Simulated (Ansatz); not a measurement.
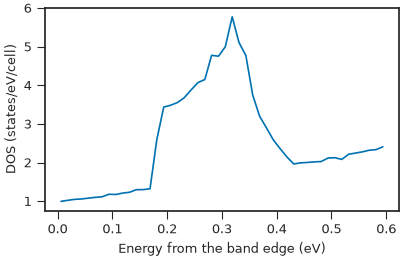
Figure: Density of states of monolayer PtSe2 above the conduction band minimum, PBE, rigid bands (Ansatz, a first-principles code); cell area 12.17 Å².

Q: What effective density of states at 300 K does this give (∫ g(E) exp(−E/k_BT) dE, both spins, divided by the cell's size)?

A: 2.3e13 cm⁻².

Spin-orbit coupling is left out; with 5d elements it also splits d-like band edges. Geometry: cell and atoms relaxed with PBE.

Model free-standing layer, not matched to a measured one here: monolayer PtSe2.
